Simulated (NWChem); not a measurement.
How basis sets differ on CH2F2O (SMILES OC(F)F)

CH2F2O has 6 atoms, charge 0, and is taken as a singlet. As SMILES, `OC(F)F`. The coordinates come from a PBE0-D4/def2-TZVP relaxation. This is one conformer, not always the lowest.

```xyz
6

O     0.0951    0.9856   -0.4385
C     0.0606   -0.1378    0.3022
F     0.8763   -1.0925   -0.2082
F    -1.1797   -0.6843    0.3151
H    -0.1766    0.7729   -1.3403
H     0.3662    0.0921    1.3235
```

Each level gives the dipole moment (D). The values are calculated.

```
                           level                    kind  program  value (D)
                      wB97X/MINI  range-separated hybrid   NWChem       0.83
wB97X/SBKJC-VDZ (core potential)  range-separated hybrid   NWChem       0.76
                   wB97X/LANL2DZ  range-separated hybrid   NWChem       0.77
                     wB97X/MIDI!  range-separated hybrid   NWChem       0.68
               wB97X/DGauss-DZVP  range-separated hybrid   NWChem       0.78
                 wB97X/jorge-DZP  range-separated hybrid   NWChem       0.82
                 wB97X/jorge-TZP  range-separated hybrid   NWChem       0.77
```

The values span 0.68 to 0.83 D. Magnitudes only: a small dipole may point the other way at some levels.

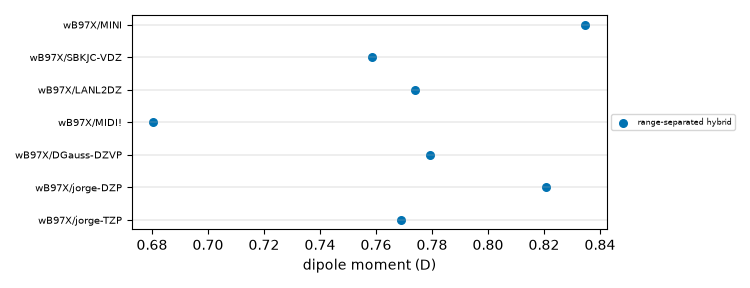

The values of the table, level by level.
